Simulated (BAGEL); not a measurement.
# CH3BFNO (SMILES NC1(F)BO1), step by step

Aim: the energy (HF/def2-SVP), then a single-point energy (NEVPT2(2,2)/def2-SVP), then the energy (CASPT2(2,2)/def2-SVP) of CH3BFNO. 

The calculation is run with BAGEL 1.2.2.

2 further runs of the same task are left out: 2 set aside as unsound or not needed.

## Step 1: The system as given

CH3BFNO has 8 atoms, charge 0, and is taken as a singlet. SMILES: `NC1(F)BO1`. One bond was lengthened or shortened from a relaxed shape.

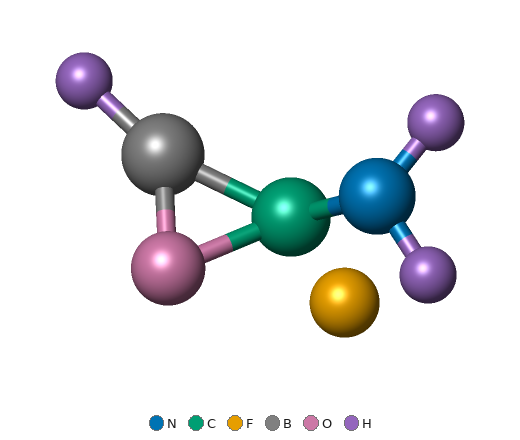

The structure, seen from a chosen angle (nitrogen blue, carbon teal, fluorine amber, boron grey, oxygen pink, hydrogen purple).

## Step 2: The energy at HF/def2-SVP (density fitting with svp-jkfit) (run 1)

File job.json:

```json
{ "bagel": [

{
  "title": "molecule",
  "basis": "svp",
  "df_basis": "svp-jkfit",
  "angstrom": false,
  "geometry": [
    { "atom": "N", "xyz": [ -0.83374717,  2.19043068,  0.73683256 ] },
    { "atom": "C", "xyz": [  0.08295898, -0.09538204, -0.15927557 ] },
    { "atom": "F", "xyz": [  0.23073556, -0.25076666, -3.13373283 ] },
    { "atom": "B", "xyz": [  0.61869633, -2.44998079,  1.36138705 ] },
    { "atom": "O", "xyz": [  2.52599691, -0.87357125,  0.87043620 ] },
    { "atom": "H", "xyz": [ -2.73953596,  2.23143774,  0.78747722 ] },
    { "atom": "H", "xyz": [ -0.16157158,  3.68936145, -0.24733680 ] },
    { "atom": "H", "xyz": [  0.31558426, -4.40754808,  2.39468929 ] }
  ]
},
{ "title": "hf", "charge": 0 },
{ "title": "print", "file": "orbitals.molden", "orbitals": true }

]}
```

Run with:

```bash
$ BAGEL_NUM_THREADS=1 BAGEL job.json > job.out
```

Log:

```text
* using 1 threads per process

  ===============================================================
  ===============================================================

  *** Geometry ***

  { "atom" : "N", "xyz" : [     -0.833747,      2.190431,      0.736833 ] },
  { "atom" : "C", "xyz" : [      0.082959,     -0.095382,     -0.159276 ] },
  { "atom" : "F", "xyz" : [      0.230736,     -0.250767,     -3.133733 ] },
  { "atom" : "B", "xyz" : [      0.618696,     -2.449981,      1.361387 ] },
  { "atom" : "O", "xyz" : [      2.525997,     -0.873571,      0.870436 ] },
  { "atom" : "H", "xyz" : [     -2.739536,      2.231438,      0.787477 ] },
  { "atom" : "H", "xyz" : [     -0.161572,      3.689361,     -0.247337 ] },
  { "atom" : "H", "xyz" : [      0.315584,     -4.407548,      2.394689 ] },

  Number of auxiliary basis functions:      435

  Since a DF basis is specified, we compute 2- and 3-index integrals:
    o Being stored without compression. Storage requirement is 0.025 GB

  Number of basis functions:       85
  Number of electrons      :       38

    * METHOD: MOLECULE                             0.19

  *** RHF ***

  === Nuclear Repulsion ===
   161.6786582212

      * DIIS with orbital gradients will be used.

  === RHF iteration (svp) ===
      0       -292.50214994          0.02122519           0.05
      1       -292.67019269          0.01525918           0.04
      2       -292.77411268          0.00207466           0.04
      3       -292.77731032          0.00092955           0.04
      4       -292.77786591          0.00021127           0.05
      5       -292.77792798          0.00010141           0.04
      6       -292.77793949          0.00004901           0.05
      7       -292.77794259          0.00001260           0.04
      8       -292.77794277          0.00000578           0.04
      9       -292.77794281          0.00000290           0.04
     10       -292.77794282          0.00000137           0.05
     11       -292.77794282          0.00000045           0.05
     12       -292.77794282          0.00000023           0.04
     13       -292.77794282          0.00000010           0.05
     14       -292.77794282          0.00000004           0.04
     15       -292.77794282          0.00000002           0.04
     16       -292.77794282          0.00000001           0.04
     17       -292.77794282          0.00000001           0.05
    * SCF iteration converged.

    * Permanent dipole moment:
           (    0.910846,    -0.115369,    -0.765142) a.u.

    * METHOD: HF                                   0.97

    * METHOD: PRINT                                0.02

  ===============================================================
```

It took 1.3 s on 1 thread of Arm Neoverse V1, shared host; peak memory 0.15 GiB.

## Step 3: The energy at NEVPT2(2,2)/def2-SVP (density fitting with svp-jkfit) (run 2)

File input.json:

```json
{ "bagel" : [

{
  "title" : "molecule",
  "basis" : "svp",
  "df_basis" : "svp-jkfit",
  "geometry" : [
    { "atom" : "N", "xyz" : [    -0.83374717,     2.19043068,     0.73683256 ] },
    { "atom" : "C", "xyz" : [     0.08295898,    -0.09538204,    -0.15927557 ] },
    { "atom" : "F", "xyz" : [     0.23073556,    -0.25076666,    -3.13373283 ] },
    { "atom" : "B", "xyz" : [     0.61869633,    -2.44998079,     1.36138705 ] },
    { "atom" : "O", "xyz" : [     2.52599691,    -0.87357125,     0.87043620 ] },
    { "atom" : "H", "xyz" : [    -2.73953596,     2.23143774,     0.78747722 ] },
    { "atom" : "H", "xyz" : [    -0.16157158,     3.68936145,    -0.24733680 ] },
    { "atom" : "H", "xyz" : [     0.31558426,    -4.40754808,     2.39468929 ] }
  ]
},

{
  "title" : "hf"
},

{
  "title" : "casscf",
  "nstate" : 1,
  "nact" : 2,
  "nclosed" : 18,
  "active" : [6, 25],
  "maxiter" : 200,
  "natocc" : true
},

{
  "title" : "nevpt2",
  "nstate" : 1,
  "nact" : 2,
  "nclosed" : 18,
  "active" : [6, 25],
  "maxiter" : 200,
  "natocc" : true,
  "ncore" : 5
},

{
  "title" : "print",
  "file" : "orbitals.molden",
  "orbitals" : true
}

]}
```

Run with:

```bash
$ BAGEL_NUM_THREADS=1 BAGEL input.json > input.out
```

Log:

```text
* using 1 threads per process

  ===============================================================
  ===============================================================

  *** Geometry ***

  { "atom" : "N", "xyz" : [     -0.833747,      2.190431,      0.736833 ] },
  { "atom" : "C", "xyz" : [      0.082959,     -0.095382,     -0.159276 ] },
  { "atom" : "F", "xyz" : [      0.230736,     -0.250767,     -3.133733 ] },
  { "atom" : "B", "xyz" : [      0.618696,     -2.449981,      1.361387 ] },
  { "atom" : "O", "xyz" : [      2.525997,     -0.873571,      0.870436 ] },
  { "atom" : "H", "xyz" : [     -2.739536,      2.231438,      0.787477 ] },
  { "atom" : "H", "xyz" : [     -0.161572,      3.689361,     -0.247337 ] },
  { "atom" : "H", "xyz" : [      0.315584,     -4.407548,      2.394689 ] },

  Number of auxiliary basis functions:      435

  Since a DF basis is specified, we compute 2- and 3-index integrals:
    o Being stored without compression. Storage requirement is 0.025 GB

  Number of basis functions:       85
  Number of electrons      :       38

    * METHOD: MOLECULE                             0.19

  *** RHF ***

  === Nuclear Repulsion ===
   161.6786582212

      * DIIS with orbital gradients will be used.

  === RHF iteration (svp) ===
      0       -292.50214994          0.02122519           0.05
      1       -292.67019269          0.01525918           0.04
      2       -292.77411268          0.00207466           0.04
      3       -292.77731032          0.00092955           0.05
      4       -292.77786591          0.00021127           0.04
      5       -292.77792798          0.00010141           0.04
      6       -292.77793949          0.00004901           0.04
      7       -292.77794259          0.00001260           0.04
      8       -292.77794277          0.00000578           0.04
      9       -292.77794281          0.00000290           0.04
     10       -292.77794282          0.00000137           0.04
     11       -292.77794282          0.00000045           0.04
     12       -292.77794282          0.00000023           0.05
     13       -292.77794282          0.00000010           0.04
     14       -292.77794282          0.00000004           0.05
     15       -292.77794282          0.00000002           0.04
     16       -292.77794282          0.00000001           0.04
     17       -292.77794282          0.00000001           0.05
    * SCF iteration converged.

    * Permanent dipole moment:
           (    0.910846,    -0.115369,    -0.765142) a.u.

    * METHOD: HF                                   0.97

  ---------------------------
      CASSCF calculation
  ---------------------------

    ==== Active orbitals : =====
         Orbital 6
         Orbital 25
    ============================

    * nstate   :      1
    * nclosed  :     18
    * nact     :      2
    * nvirt    :     65
  === CASSCF iteration (svp) ===

    * Using the second-order algorithm

      0  0      -292.77820194     6.95e-05      0.02

      1  0      -292.78551832     9.90e-04      0.18

      2  0      -292.80113081     1.29e-03      0.28

      3  0      -292.80774701     1.20e-03      0.30

      4  0      -292.80855419     7.82e-04      0.30

      5  0      -292.80866584     3.85e-04      0.33

      6  0      -292.80868657     1.75e-04      0.33

      7  0      -292.80869059     7.74e-05      0.33

      8  0      -292.80869137     3.41e-05      0.33

      9  0      -292.80869152     1.50e-05      0.34

     10  0      -292.80869155     6.59e-06      0.33

     11  0      -292.80869155     2.90e-06      0.35

     12  0      -292.80869156     1.27e-06      0.35

     13  0      -292.80869156     5.59e-07      0.33

     14  0      -292.80869156     2.45e-07      0.30

     15  0      -292.80869156     1.08e-07      0.27

     16  0      -292.80869156     4.74e-08      0.26

     17  0      -292.80869156     2.08e-08      0.24

     18  0      -292.80869156     9.13e-09      0.22

    * Second-order optimization converged. *

     guess   0:   closed 1.                   open ..

  === FCI iteration ===

      0  0      -292.77632769     1.12e-01      0.00
      1  0      -292.80806734     1.21e-02      0.00
      2  0 *    -292.80869156     1.71e-15      0.00

     * ci vector, state   0, <S^2> = 0.0000
       2.     0.9896541196
       .2    -0.1434737730

    * METHOD: CASSCF                               5.50

    * freezing 5 orbitals

  === DF-NEVPT2 calculation ===

    * 3-index integral transformation done
    * assembly done

      NEVPT2 correlation energy:   -0.7184537131      0.22

          (+0)     -0.5881868106
          (+0)'    -0.0530466299
          (+1)     -0.0235311105
          (+1)'    -0.0000000000
          (+2)     -0.0011454555
          (-1)     -0.0477918738
          (-1)'     0.0000000000
          (-2)     -0.0047518329

      NEVPT2 total energy:       -293.5271452692

    * METHOD: NEVPT2                               0.33

    * METHOD: PRINT                                0.02

  ===============================================================
```

Run time: 7.2 s. Hardware: 1 thread of Arm Neoverse V1, shared host; peak memory 0.15 GiB.

## Step 4: A single-point energy at CASPT2(2,2)/def2-SVP (density fitting with svp-jkfit) (run 3)

File job.json:

```json
{ "bagel": [

{
  "title": "molecule",
  "basis": "svp",
  "df_basis": "svp-jkfit",
  "geometry": [
    { "atom": "N", "xyz": [    -0.83374717,     2.19043068,     0.73683256 ] },
    { "atom": "C", "xyz": [     0.08295898,    -0.09538204,    -0.15927557 ] },
    { "atom": "F", "xyz": [     0.23073556,    -0.25076666,    -3.13373283 ] },
    { "atom": "B", "xyz": [     0.61869633,    -2.44998079,     1.36138705 ] },
    { "atom": "O", "xyz": [     2.52599691,    -0.87357125,     0.87043620 ] },
    { "atom": "H", "xyz": [    -2.73953596,     2.23143774,     0.78747722 ] },
    { "atom": "H", "xyz": [    -0.16157158,     3.68936145,    -0.24733680 ] },
    { "atom": "H", "xyz": [     0.31558426,    -4.40754808,     2.39468929 ] }
  ]
},

{
  "title": "hf"
},

{
  "title": "casscf",
  "nstate": 1,
  "nact": 2,
  "nclosed": 18,
  "active": [6, 25],
  "maxiter": 200,
  "natocc": true
},

{
  "title": "print",
  "file": "orbitals.molden",
  "orbitals": true
},

{
  "title": "smith",
  "method": "caspt2",
  "ms": true,
  "xms": true,
  "sssr": true,
  "shift": 0.2,
  "shift_imag": true,
  "ncore": 5
}

]}
```

Run with:

```bash
$ BAGEL_NUM_THREADS=1 BAGEL job.json > job.out
```

Log:

```text
* using 1 threads per process

  ===============================================================
  ===============================================================

  *** Geometry ***

  { "atom" : "N", "xyz" : [     -0.833747,      2.190431,      0.736833 ] },
  { "atom" : "C", "xyz" : [      0.082959,     -0.095382,     -0.159276 ] },
  { "atom" : "F", "xyz" : [      0.230736,     -0.250767,     -3.133733 ] },
  { "atom" : "B", "xyz" : [      0.618696,     -2.449981,      1.361387 ] },
  { "atom" : "O", "xyz" : [      2.525997,     -0.873571,      0.870436 ] },
  { "atom" : "H", "xyz" : [     -2.739536,      2.231438,      0.787477 ] },
  { "atom" : "H", "xyz" : [     -0.161572,      3.689361,     -0.247337 ] },
  { "atom" : "H", "xyz" : [      0.315584,     -4.407548,      2.394689 ] },

  Number of auxiliary basis functions:      435

  Since a DF basis is specified, we compute 2- and 3-index integrals:
    o Being stored without compression. Storage requirement is 0.025 GB

  Number of basis functions:       85
  Number of electrons      :       38

    * METHOD: MOLECULE                             0.19

  *** RHF ***

  === Nuclear Repulsion ===
   161.6786582212

      * DIIS with orbital gradients will be used.

  === RHF iteration (svp) ===
      0       -292.50214994          0.02122519           0.05
      1       -292.67019269          0.01525918           0.05
      2       -292.77411268          0.00207466           0.05
      3       -292.77731032          0.00092955           0.05
      4       -292.77786591          0.00021127           0.05
      5       -292.77792798          0.00010141           0.05
      6       -292.77793949          0.00004901           0.05
      7       -292.77794259          0.00001260           0.05
      8       -292.77794277          0.00000578           0.05
      9       -292.77794281          0.00000290           0.05
     10       -292.77794282          0.00000137           0.05
     11       -292.77794282          0.00000045           0.05
     12       -292.77794282          0.00000023           0.05
     13       -292.77794282          0.00000010           0.05
     14       -292.77794282          0.00000004           0.05
     15       -292.77794282          0.00000002           0.05
     16       -292.77794282          0.00000001           0.05
     17       -292.77794282          0.00000001           0.05
    * SCF iteration converged.

    * Permanent dipole moment:
           (    0.910846,    -0.115369,    -0.765142) a.u.

    * METHOD: HF                                   0.99

  ---------------------------
      CASSCF calculation
  ---------------------------

    ==== Active orbitals : =====
         Orbital 6
         Orbital 25
    ============================

    * nstate   :      1
    * nclosed  :     18
    * nact     :      2
    * nvirt    :     65
  === CASSCF iteration (svp) ===

    * Using the second-order algorithm

      0  0      -292.77820194     6.95e-05      0.02

      1  0      -292.78551832     9.90e-04      0.19

      2  0      -292.80113081     1.29e-03      0.29

      3  0      -292.80774701     1.20e-03      0.31

      4  0      -292.80855419     7.82e-04      0.31

      5  0      -292.80866584     3.85e-04      0.35

      6  0      -292.80868657     1.75e-04      0.34

      7  0      -292.80869059     7.74e-05      0.35

      8  0      -292.80869137     3.41e-05      0.34

      9  0      -292.80869152     1.50e-05      0.34

     10  0      -292.80869155     6.59e-06      0.34

     11  0      -292.80869155     2.90e-06      0.34

     12  0      -292.80869156     1.27e-06      0.34

     13  0      -292.80869156     5.59e-07      0.33

     14  0      -292.80869156     2.45e-07      0.30

     15  0      -292.80869156     1.08e-07      0.27

     16  0      -292.80869156     4.74e-08      0.26

     17  0      -292.80869156     2.08e-08      0.24

     18  0      -292.80869156     9.13e-09      0.22

    * Second-order optimization converged. *

     guess   0:   closed 1.                   open ..

  === FCI iteration ===

      0  0      -292.77632769     1.12e-01      0.00
      1  0      -292.80806734     1.21e-02      0.00
      2  0 *    -292.80869156     1.71e-15      0.00

     * ci vector, state   0, <S^2> = 0.0000
       2.     0.9896541196
       .2    -0.1434737730

    * METHOD: CASSCF                               5.61

    * METHOD: PRINT                                0.02

  === SMITH program ===

    * freezing 5 orbitals

    * Approximate memory requirement for SMITH calulation per MPI process:
      o Storage requirement for T-amplitude, lambda, and residual is 0.03 GB
      o Storage requirement for MO integrals is 0.01 GB
    * Calculating and saving rdm4f

    * Zeroth order energy : state  0       -1.3377085504

    * CASPT2 iteration is performed using orthogonal basis

      -------------------------------------------  CASPT2 iteration  ---------------------------------------------------
       #      aibj      arbs      arbi      airj      risj      airs      arst      rist         Etot      error   time
      ------------------------------------------------------------------------------------------------------------------

       0  -0.58853  -0.00541  -0.04758  -0.02564  -0.00159  -0.04728  -0.00000  -0.00000   -0.7160304  0.0025136   0.12
       1  -0.58908  -0.00545  -0.04788  -0.02631  -0.00172  -0.04842  -0.00000  -0.00000   -0.7188688  0.0004431   0.11
       2  -0.58913  -0.00546  -0.04783  -0.02636  -0.00173  -0.04848  -0.00000  -0.00000   -0.7189953  0.0000918   0.11
       3  -0.58913  -0.00546  -0.04784  -0.02634  -0.00174  -0.04849   0.00000   0.00000   -0.7189990  0.0000216   0.11
       4  -0.58913  -0.00546  -0.04784  -0.02634  -0.00174  -0.04849  -0.00000  -0.00000   -0.7189992  0.0000053   0.11
       5  -0.58913  -0.00546  -0.04784  -0.02635  -0.00174  -0.04848  -0.00000  -0.00000   -0.7189992  0.0000012   0.12
       6  -0.58913  -0.00546  -0.04784  -0.02635  -0.00174  -0.04848  -0.00000  -0.00000   -0.7189992  0.0000003   0.12

      ------------------------------------------------------------------------------------------------------------------

    * CASPT2 energy : state  0     -293.5303900648
        w/o shift correction       -293.5276907763
        reference weight              0.8314567283

    * METHOD: SMITH                                1.04

  ===============================================================
```

It took 8.1 s on 1 thread of Arm Neoverse V1, shared host; peak memory 0.25 GiB.

## Step 5: Outcome

| quantity | value |
| --- | --- |
| run 1, HF/def2-SVP: total energy | -292.77794 Eh |
| run 1, HF/def2-SVP: dipole moment | 3.04 D |
| run 1, HF/def2-SVP: HOMO energy | -12.23 eV |
| run 1, HF/def2-SVP: LUMO energy | 2.87 eV |
| run 1, HF/def2-SVP: HOMO–LUMO gap | 15.10 eV |
| run 2, NEVPT2(2,2)/def2-SVP: total energy | -293.52715 Eh |
| run 3, CASPT2(2,2)/def2-SVP: total energy | -293.53039 Eh |
